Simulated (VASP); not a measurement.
Band structure of NiO (rock salt, AFM-II order). Method: AM05 GGA, VASP's PBE PAW potentials (set 64) (plane waves; VASP).

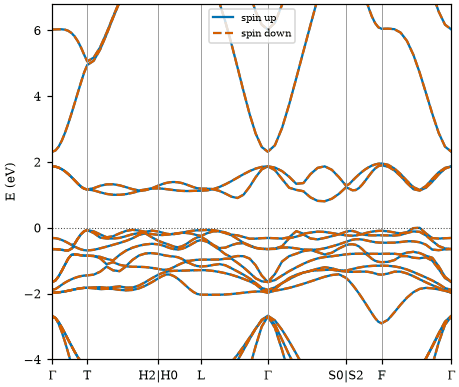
Fig. 1. Bands along high-symmetry lines, zero at the valence-band maximum or, without a gap, the Fermi level

Q: Read the plot: is there a gap, and where are the band edges?

A: The gap is indirect, 0.81 eV, from the valence maximum at F-Γ at 0.55 to the conduction minimum at Γ-S0 at 0.73. (Edges off the drawn lines would not show.)

The compound is NiO in the rock salt, AFM-II order structure. It was relaxed first.
